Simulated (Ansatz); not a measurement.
**Fields on a plane of ZrRu (CsCl type)**

```
ZrRu
1.0
    3.20836     0.00000     0.00000
    0.00000     3.20836     0.00000
    0.00000     0.00000     3.20836
Zr Ru
1 1
Direct
  0.50000   0.50000   0.50000
  0.00000   0.00000   0.00000
```

The slice is a {110} plane (indices of the conventional cell) through the point (0.500, 0.500, 0.500) (fractional), spanned by u = [100] and v = [011] in vectors of this cell: u (3.21 Å) and v (4.54 Å, at 90° to u). It covers one period; positions are fractions (u, v).

Atoms on it: Zr at (0.00, 0.00); Ru at (0.50, 0.50).

Method: LDA (plane waves to 420 eV, PAW, scalar-relativistic; Ansatz, an electronic-structure program). k mesh 14×14×14. These are valence fields of a PAW run, semicore shells included where kept as valence: close to a nucleus they are smooth pseudo fields. ZrRu is run without spin polarisation. ZrRu was relaxed with its symmetry unable to fall.

```
|xxxxx04640xxxx|
|xxxx0157510xxx|
|xxxx0367630xxx|
|xx00256665200x|
|00023322233200|
|555410xxx01455|
|8761xxxxxxx167|
|9850xxxxxxx058|
|983xxxxxxxxx38|
|983xxxxxxxxx38|
|983xxxxxxxxx38|
|9850xxxxxxx058|
|8761xxxxxxx167|
|555410xxx01455|
|00023322233200|
|xx00256665200x|
|xxxx0367630xxx|
|xxxx0157510xxx|
|xxxxx04640xxxx|
|xxxxx04640xxxx|
```
Scale: ten equal steps from 6.00 (start of '0') to 14.13 (end of '9'), in the order '0123456789'. Values: electrostatic potential energy of an electron, from the cell's mean, in eV. The map has 14 points along u (one character each, u = 0 at the left) and 20 along v (v = 0 in the bottom row). Points within 1 Å of a nucleus are blanked (x), as the pseudised field means little there. Values under 6 eV are set to 6. The zero, the cell's mean, hangs on the PAW cores.

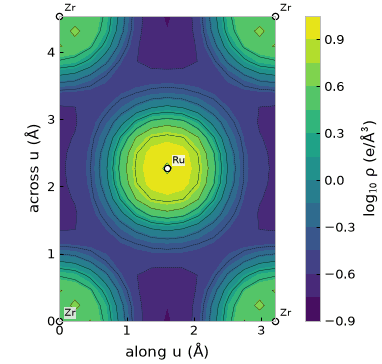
Log₁₀ of the valence density in e/Å³, one period of the plane, atoms marked. The scale is logarithmic, as a density can span decades between atoms and voids.

- Density on the Zr–Ru line (2.78 Å) at its density minimum, 1.3 Å from Zr = 0.31 e/Å³
- ELF at that point = 0.2
